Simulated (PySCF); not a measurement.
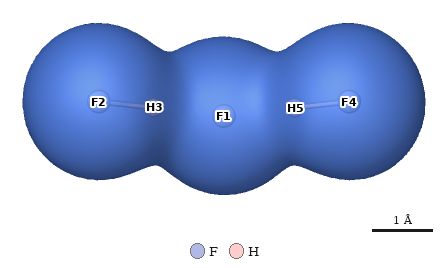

The picture shows: F···HF···HF (SMILES [F-].F.F) (charge −1). Isosurface of the total electron density at 0.05 e/Å³ (blue), seen from one side.

Geometry: PBE0-D3(BJ)/def2-TZVPD.

Theory: wB97M-D3(BJ)/def2-TZVPD, SCF density, gas phase (PySCF).

```yaml
atoms:
  - { symbol: F, position_ang: [-0.4064, 0.3019, 0.8473] }
  - { symbol: F, position_ang: [-2.2477, -1.0354, 1.3938] }
  - { symbol: H, position_ang: [-1.4584, -0.4413, 1.1664] }
  - { symbol: F, position_ang: [0.0210, 2.5377, 1.4002] }
  - { symbol: H, position_ang: [-0.1798, 1.5720, 1.1706] }
```

> Which contacts does the surface bridge?

At this value the surface is in one piece. It bridges the sampled F···H (1.33 Å) and F–H (1.01 Å) contacts, where the density stays above the isovalue. On the grid the lowest density along these lines, outside the cores, is 0.7 e/Å³ (F···H, 1.33 Å) and 1.8 e/Å³ (F–H, 1.01 Å).
